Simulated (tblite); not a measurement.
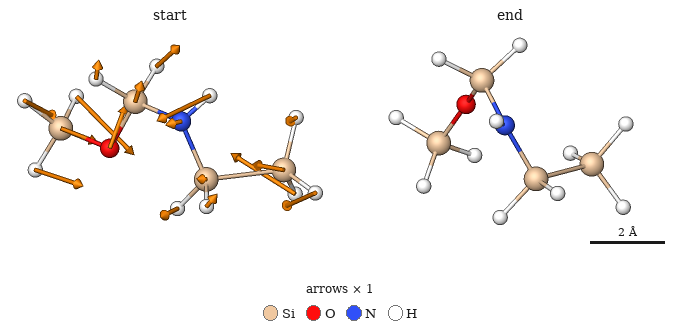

The structure of Si$_{4}$NH$_{11}$O before (left) and after (right) a relaxation, at one scale. The orange arrows give the displacements, at their true length.

Style: ball-and-stick. Shown at a tilt.

The calculation used tblite 0.8.0, GFN2-xTB geometry optimisation, gas phase. 

Question: What changed between the two?

Answer: After 275 geometry steps the energy has fallen by 1.113 eV. The largest moves after the best rigid fit, 2.27 Å, are those of H atoms. By element the largest moves are H 2.27 Å, O 1.28 Å, Si 1.20 Å, N 0.55 Å. Near-neighbour distances that change, for instance: Si–Si 2.840 → 3.163 Å, O–Si 1.725 → 1.616 Å, Si–Si 2.228 → 2.302 Å, N–Si 1.779 → 1.725 Å. Among the angles between lasting bonds that change: Si–O–Si 111.5° → 155.9°, Si–N–Si 115.3° → 129.7°, Si–Si–H 107.2° → 114.8°. Groups turn about O–Si by about 155°, O–Si by about 125°, Si–Si by about 55°. The run took 4 s on 1 thread of Arm Neoverse N1, with other jobs on the host.
